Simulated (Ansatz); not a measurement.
Formation energy of the localised charge states of V_Si+N_C+N_C in 4H silicon carbide (start: the Si(k) site; C(h) 1.89 Å away; C(h) 1.89 Å away; 96-site cell, 2×2×2 shifted sampling) against the Fermi level, C-rich (Δμ(C) = 0.00 eV, Δμ(Si) = -0.41 eV, Δμ(N) = -1.55 eV, bounded by beta Si3N4; only phases computed here count, gases as isolated molecules at 0 K). All values below come from PBE, PAW (plane waves to 420 eV; Ansatz, a program for electronic structure).

Charges with a result: +1, 0, −1. Others weren't obtained, and one of them could lie lower, also by skipping a charge.

Set-up: 96-site cell; 2×2×2 shifted k-points; host gap 2.23 eV; charged states image-corrected; not converged in cell size; flagged in the runs: a host whose relaxation on this sampling wasn't shown to rest.

Left out: charge +1 (level within 0.1 eV of a band edge or past it).

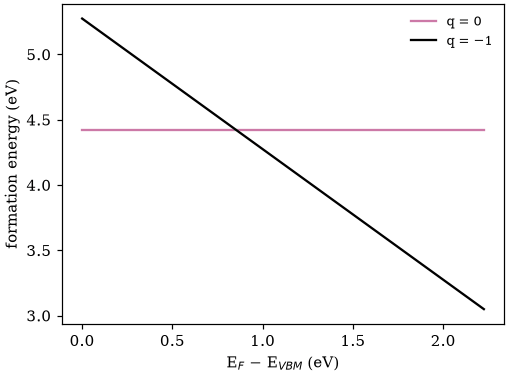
*Formation energy of each charge state against the Fermi level*

Crossings of the lowest lines: (0/−1) at 0.86 eV. At the valence-band maximum: q = 0: 4.42 eV; q = −1: 5.27 eV.
